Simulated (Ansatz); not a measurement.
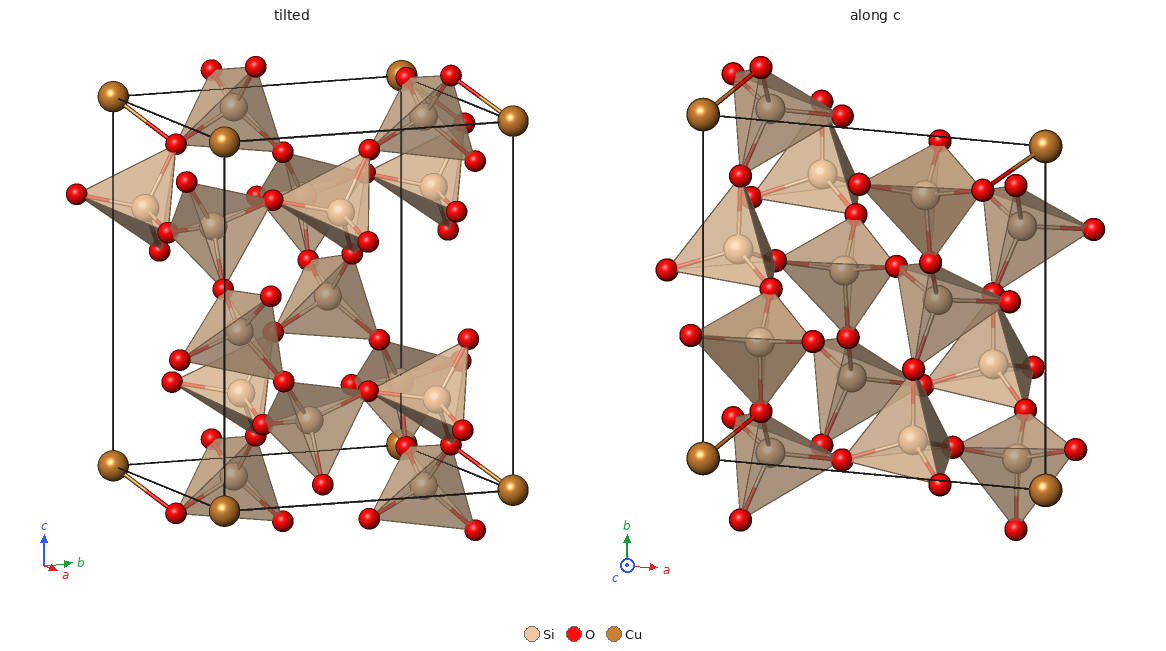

This polyhedral model is shown slightly off an axis and along the c axis. The edges of the simulation cell are marked. Some atoms of the next cells are drawn as well. Cell: a = 7.454 Å, b = 7.454 Å, c = 8.695 Å, α = 90.00°, β = 90.00°, γ = 95.32°.

Describe the crystal.

- The structure is one of CuSi$_{12}$O$_{24}$.
- All rotations and mirrors are lost; the group is P1.
- Atoms per cell: 37 (1 Cu, 12 Si, 24 O).

The structure was taken from a structure listed in the Materials Project, repeated into a supercell with a point defect put in. The atoms were relaxed in a fixed cell with Ansatz 0.2.0, DFT PBE, scalar-relativistic, plane waves, PAW.
